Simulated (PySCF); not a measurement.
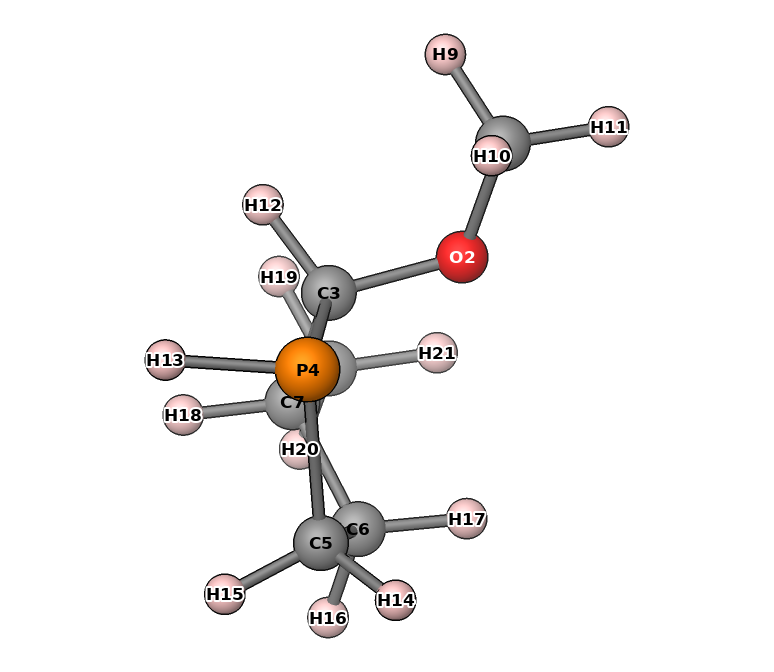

C6 lies behind C5. The molecule seen a little off the C5–C6 bond, C5 in front. Depth is shown by fading: the farther an atom, the more it takes the colour of the background. The computed structure is the end point of a PBE0-D3(BJ)/def2-SVP optimisation. No frequency run is at hand to confirm it as a minimum.

> What is the torsion angle P4–C5–C6–C7? The sign is positive where the front bond must turn clockwise to cover the back bond.

−33°, synclinal (gauche).
